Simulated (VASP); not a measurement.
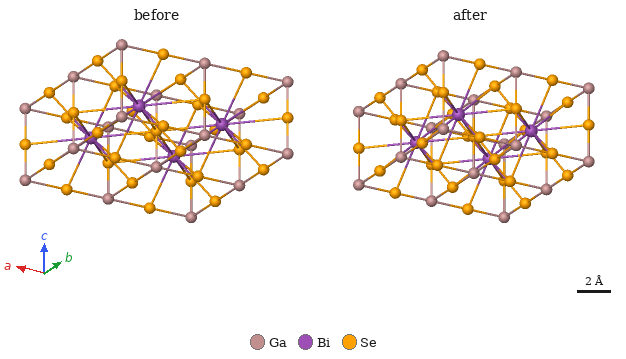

The structure of solid GaBiSe$_{3}$ (a generated structure, set up in P4/mmm) before (left) and after (right) a relaxation, at one scale.

The picture is a ball-and-stick view of the cell of the calculation, repeated 2 × 2 × 1 with one cell outlined, seen from a free direction.

The run lets cell and atoms move.

Theory: VASP 6.6.1, Kohn-Sham DFT of a periodic cell, PBE, VASP PAW PBE potentials, recommended.

The input:
```
SYSTEM = GaBiSe3
ALGO = Fast ; EDIFF = 1E-4
EDIFFG = -0.08 ; ENCUT = 520
GGA = PE ; IBRION = 2
ISIF = 3 ; ISMEAR = 0
LASPH = .TRUE. ; LCHARG = .FALSE.
LREAL = .FALSE. ; LWAVE = .FALSE.
NELM = 60 ; NSW = 24
PREC = Normal ; SIGMA = 0.15
```

Launched with:
```bash
cat potpaw_PBE.64/Ga_d/POTCAR potpaw_PBE.64/Bi_d/POTCAR potpaw_PBE.64/Se/POTCAR > POTCAR
mpirun -np 1 vasp_std > vasp.out
```

> What changed between the two?

The atoms keep their places relative to the cell (all moves are under 0.005 Å). The drawn cell changes as follows: a = b 5.843 → 5.120 Å (−12.4 %), c 4.730 → 4.827 Å (+2.1 %); the volume changes by −21.6 %. Some distances before and after: Bi–Se 4.132 → 3.620 Å, Ga–Se 2.921 → 2.560 Å, Bi–Se 3.759 → 3.518 Å, Ga–Se 2.365 → 2.413 Å. The space group stays P4/mmm (No. 123). The energy falls by 1.185 eV per cell of the calculation in 9 geometry steps. All forces vanish by symmetry, so only the cell relaxes. Pressure: −6.07 GPa at the start and 0.08 GPa at the end. The volume changes by over a tenth within one run on a fixed set of plane waves, so the end point should be relaxed again from the new cell.
